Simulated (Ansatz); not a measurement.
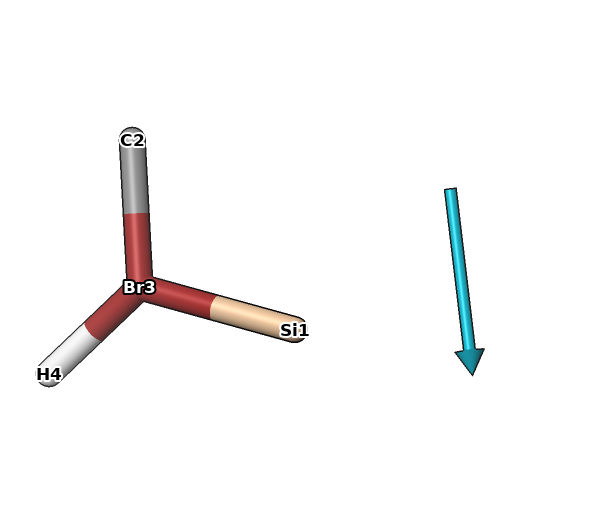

The arrow beside the molecule shows the direction of the dipole moment, from the negative to the positive end (its length means nothing). The computed structure is the end point of a PBE-D4/def2-SVP optimisation. No frequency run is at hand to confirm it as a minimum. Level of theory: RKS PBE-D4/def2-SVP (Ansatz 0.2.0).

**How large is the dipole moment?**

2.58 D; it points from the side of C2 to the side of Si1, H4 (the outermost atoms at the two ends).
